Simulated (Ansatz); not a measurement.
## Converging the k-point mesh: the (110) slab of Mo (cut from a parent of space group no. 229; 5 atoms in the cell)

```
CELL_PARAMETERS angstrom
      2.71434     0.00000     0.00000
     -3.61912     2.55910     0.00000
      0.00000     0.00000    22.86500
ATOMIC_POSITIONS crystal
  Mo 0.00000 0.00000 0.30615
  Mo 0.00000 0.50000 0.40307
  Mo 0.00000 0.00000 0.50000
  Mo 0.00000 0.50000 0.59693
  Mo 0.00000 0.00000 0.69385
```

Level of theory: LDA (PW92), default PAW files made with PBE (plane waves; Ansatz, a first-principles code).

Base settings: basis.ecutwfc = 30.9 Ry; kpoints.mp_grid.grid = 10 10 1; hamiltonian.xc = lda; hamiltonian.pseudopotentials = {kind: paw} (the program's default PAW files); scf.occupations.method = fermi_dirac; scf.occupations.width = 0.0073 Ry.

Only quantities that move along the ladder and can be compared are tabulated.

The count of work is k-points × plane waves × bands × iterations; it is no time. Core times come from one kind of shared machine, to one figure; runs under 30 s give none.

The starting cell has typed, rounded lattice constants, without a prior relaxation at this level. The slab is cut from that crystal, and its faces are unrelaxed. Its lattice was rescaled by up to half a per cent. Spin polarisation is off.

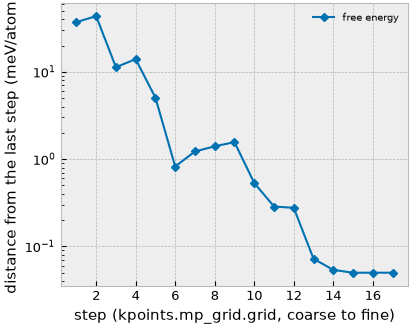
Distance from the last step along the ladder; very small values are drawn at a floor.

```tsv
kpoints.mp_grid.grid	free energy less the last step's (meV/atom)	largest difference of a force vector from the last step's (eV/Å)	count of work / last	core time / last (rough)
4 4 1	37.01	0.388	0.011	–
5 5 1	-43.40	0.053	0.014	–
6 6 1	-11.29	0.107	0.020	–
7 7 1	13.95	0.020	0.022	–
8 8 1	5.05	0.043	0.033	–
9 9 1	-0.82	0.036	0.034	–
10 10 1	1.22	0.035	0.043	–
11 11 1	1.40	0.005	0.049	–
13 13 1	-1.56	0.015	0.067	–
15 15 1	0.53	0.004	0.088	–
17 17 1	0.29	0.005	0.11	0.1
20 20 1	-0.28	0.006	0.15	0.2
24 24 1	0.07	0.002	0.22	0.2
28 28 1	0.05	0.002	0.29	0.3
33 33 1	0.02	0.001	0.40	0.4
39 39 1	0.01	0.000	0.55	0.5
45 45 1	-0.01	0.000	0.73	0.7
53 53 1	0.00	0.000	1.0	1
```

Coarsest kpoints.mp_grid.grid that holds the forces within 0.01 eV/Å of the last step, with all finer ones: 15 15 1, at 0.088 of the last step's count of work; the step before is off by 0.015 eV/Å.

Coarsest kpoints.mp_grid.grid that holds the free energy within 1 meV/atom of the last step, with all finer ones: 15 15 1, at 0.088 of the last step's count of work; the step before is off by 1.6 meV/atom.

Keys are those of Ansatz 0.2.
